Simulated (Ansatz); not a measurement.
**S2O (Disulfur monoxide): levels of theory compared**

We compute a comparison of 6 runs (BHLYP/STO-3G, UPBE/STO-3G, UPBE0/STO-3G, revPBE/STO-3G, wB97X/STO-3G, UMP2/STO-3G) of S2O (Disulfur monoxide). 

The results are computed with Ansatz 0.2.0.

54 further runs of the same task are left out: 21 that didn't finish, 33 set aside as unsound or not needed.

### Step 1. Starting point

S2O: 3 atoms, total charge 0, spin state singlet. As SMILES, `O=S=S`. The S3–S2 distance was set to 3.760 Å, away from the relaxed value. At this shape a bond of the SMILES string is far longer than usual.

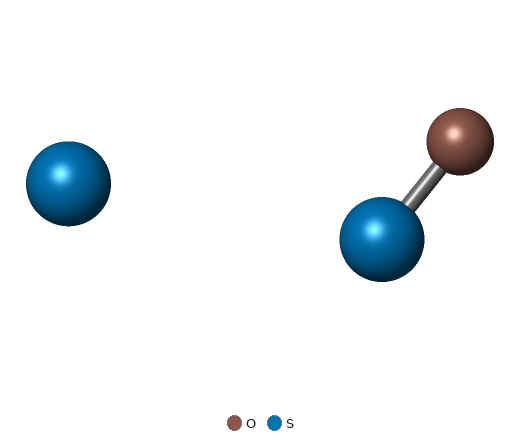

Viewed from a chosen angle; oxygen brown, sulfur blue.

### Step 2. The energy at BHLYP/STO-3G (run 1)

job.yaml reads:

```yaml
crystal:
  periodic: [false, false, false]
  atoms:
    - {symbol: O, position_ang: [1.961458, 1.997003, 1.284203]}
    - {symbol: S, position_ang: [2.038948, 0.587473, 0.939973]}
    - {symbol: S, position_ang: [-0.980740, -0.998510, -0.642110]}
basis:
  gaussian: {orbitals: STO-3G}
hamiltonian: {xc: {name: BHLYP}}
accuracy: high
```

Command:

```
$ ansatz run job.yaml --threads 1 --pin off --max-ram 3480MiB --events-out events.jsonl --progress --plain --runs-dir runs
```

The program printed:

```text
Warning: RAYON_NUM_THREADS=1 ignored (pool sized by the plan → 1); use --threads N
Functional definition: BHLYP
  name "BHLYP"
  parameter a = 0.5
  exchange = (1 - a)*b88_x + a*exact_x
  correlation = lyp_c
367 factors; integrals over basis functions are off by at most 2.5e-8 eV
mean field evaluation 1: about -23406.6850 eV, gradient 2.1e1 eV
mean field evaluation 2: about -23259.1290 eV, gradient 2.9e1 eV
mean field evaluation 4: about -23400.3334 eV, gradient 1.4e1 eV
mean field evaluation 8: about -23439.8439 eV, gradient 7.2e0 eV
mean field evaluation 16: about -23440.2456 eV, gradient 8.1e-2 eV
mean field evaluation 32: about -23440.2719 eV, gradient 2.3e-1 eV
mean field -23440.27253191 eV, -861.4141271602 hartree, gradient 2.4e-8 eV, S^2 0.000000; 4 other end points of the search recorded, 0 dependent functions left out
reference -23440.27254977 eV, -861.4141278168 hartree; 20, 20 occupied and 3, 3 virtual orbitals, 367 factors
Total energy: -23440.27254977 eV, -861.4141278168 hartree
```

Run time: 5.7 s. Hardware: 1 thread of Arm Neoverse V1, shared host; peak memory 0.095 GiB.

### Step 3. A single-point energy at UPBE/STO-3G (run 2)

in.yaml reads:

```yaml
crystal:
  periodic: [false, false, false]
  atoms:
    - {symbol: O, position_ang: [1.961458, 1.997003, 1.284203]}
    - {symbol: S, position_ang: [2.038948, 0.587473, 0.939973]}
    - {symbol: S, position_ang: [-0.980740, -0.998510, -0.642110]}
basis:
  gaussian:
    orbitals: STO-3G
magnetization:
  spin_polarized: true
hamiltonian:
  xc: {name: PBE}
accuracy: high
```

Command:

```
$ ansatz run in.yaml --threads 1 --pin off --max-ram 3480MiB --events-out events.jsonl --progress --plain --runs-dir runs
```

The program printed (excerpt; [...] marks lines left out):

```text
Warning: RAYON_NUM_THREADS=1 ignored (pool sized by the plan → 1); use --threads N
Functional definition: PBE
  name "PBE"
[...]
367 factors; integrals over basis functions are off by at most 2.5e-8 eV
[...]
mean field -23431.74548820 eV, -861.1007640836 hartree, gradient 8.4e-8 eV, S^2 1.956112; 15 other end points of the search recorded, 0 dependent functions left out
reference -23431.74548967 eV, -861.1007641377 hartree; 20, 20 occupied and 3, 3 virtual orbitals, 367 factors
Total energy: -23431.74548967 eV, -861.1007641377 hartree
```

Run time: 66 s. Hardware: 1 thread of Arm Neoverse V1, shared host; peak memory 0.12 GiB.

Runs 3 to 5 aren't shown in full; the table further down has their settings and results.

### Step 4. A single-point energy at UMP2/STO-3G (run 6)

run.yaml reads:

```yaml
crystal:
  periodic: [false, false, false]
  atoms:
    - {symbol: O, position_ang: [1.961458, 1.997003, 1.284203]}
    - {symbol: S, position_ang: [2.038948, 0.587473, 0.939973]}
    - {symbol: S, position_ang: [-0.980740, -0.998510, -0.642110]}
basis:
  gaussian:
    orbitals: STO-3G
magnetization:
  spin_polarized: true
correlation:
  method: mp2
  frozen_orbitals: {O: 1, S: 5}
accuracy: high
```

Command:

```
$ ansatz run run.yaml --threads 1 --pin off --max-ram 3480MiB --events-out events.jsonl --progress --plain --runs-dir runs
```

The program printed (excerpt; [...] marks lines left out):

```text
Warning: RAYON_NUM_THREADS=1 ignored (pool sized by the plan → 1); use --threads N
Functional definition: HF
  name "HF"
[...]
367 factors; integrals over basis functions are off by at most 2.5e-8 eV
[...]
mean field -23403.98425748 eV, -860.0805576720 hartree, gradient 5.5e-9 eV, S^2 2.002888; 22 other end points of the search recorded, 0 dependent functions left out
11 core orbitals not correlated: weight in the atoms' cores, before any rotation towards them, 1.000 or more for the frozen orbitals, at most 0.000 for the correlated occupied ones
reference -23403.98425748 eV, -860.0805576720 hartree; 9, 9 occupied and 3, 3 virtual orbitals, 367 factors
second order -1.73611189 eV of doubles, -0.00000000 eV of singles
Total energy: -23405.72036937 eV, -860.1443586073 hartree
```

Run time: 5.4 s. Hardware: 1 thread of Arm Neoverse V1, shared host.

### Step 5. The series

```tsv
run	level	frozen core orbitals	energy (Eh)	wall time
1	BHLYP/STO-3G	–	-861.414128	5.7 s
2	UPBE/STO-3G	–	-861.100764	66 s
3	UPBE0/STO-3G	–	-861.228467	28 s
4	revPBE/STO-3G	–	-861.315144	6 s
5	wB97X/STO-3G	–	-861.410069	26 s
6	UMP2/STO-3G	11	-860.144359	5.4 s
```

### Step 6. Outcome

```
                                           quantity          value
                                run 6: total energy  -860.14436 Eh
run 6: correlation energy (11 core orbitals frozen)      -63.8 mEh
           run 6: ⟨S²⟩ of the reference determinant          2.003
```

Totals of different functionals can't be ranked against each other. In runs 1, 2, 3, 4, 5, 6 the basis is minimal, so the values are rough. In runs 1, 4, 5 a closed-shell determinant meets a far-stretched bond, which it describes badly. Spin contamination of the reference: run 6 ⟨S²⟩ = 2.00, run 3 ⟨S²⟩ = 1.99, run 2 ⟨S²⟩ = 1.96. Where it is this large, the reference is a mixture of spin states, and values that rest on it are in doubt. All runs together took 2.3 min, the longest 66 s.
